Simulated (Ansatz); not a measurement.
Fluorite PtAl2, treated with RPBE (PAW; Ansatz, an electronic-structure program).

Run with plane-wave cutoff 520 eV, 16×16×16 k mesh, Fermi–Dirac smearing 0.05 eV, scalar-relativistic PAW data made under PBE.

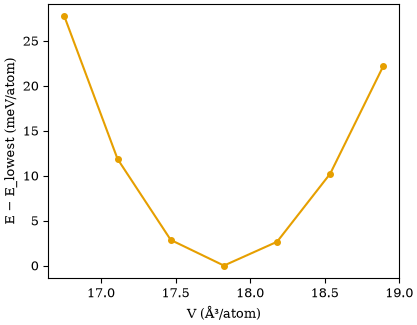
Total energy against volume

**Question.** From the curve, estimate the equilibrium volume and the bulk modulus.

**Answer.** V0 ≈ 17.8 Å³/atom and B0 ≈ 120 GPa; the fit gives V0 = 17.824 Å³/atom, B0 = 124 GPa, B′ = 4.5.

Spin–orbit coupling is not included.

It cost about 50 core-seconds (a rough figure) of CPU time.
